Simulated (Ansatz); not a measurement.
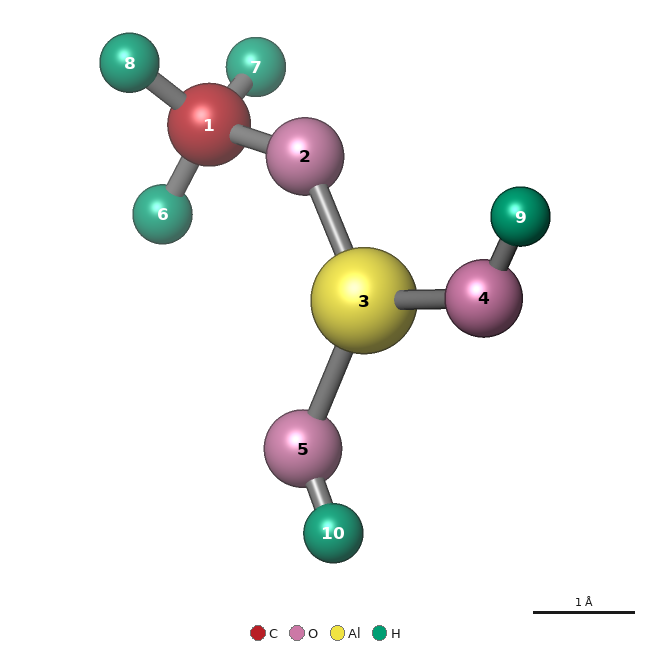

Orthographic view. Distant atoms are faded towards the background colour. Computed geometry: PBE0-D4/def2-TZVP optimisation.

Write a Z-matrix (Å, degrees) in the order of the atom numbers, with these reference atoms: 2 to 1; 3 to 2, 1; 4 to 3, 2, 1; 5 to 3, 2, 1; 6 to 1, 2, 3; 7 to 1, 6, 2; 8 to 1, 7, 6; 9 to 4, 3, 2; 10 to 5, 3, 2.

```
C  
O    1   1.399
Al   2   1.678   1   134.3
O    3   1.689   2   120.5   1   180.0
O    3   1.689   2   119.4   1     0.0
H    1   1.096   2   112.5   3     0.0
H    1   1.095   6   108.1   2   121.7
H    1   1.095   7   107.9   6  -116.7
H    4   0.955   3   122.3   2     0.0
H    5   0.955   3   122.5   2   180.0
```
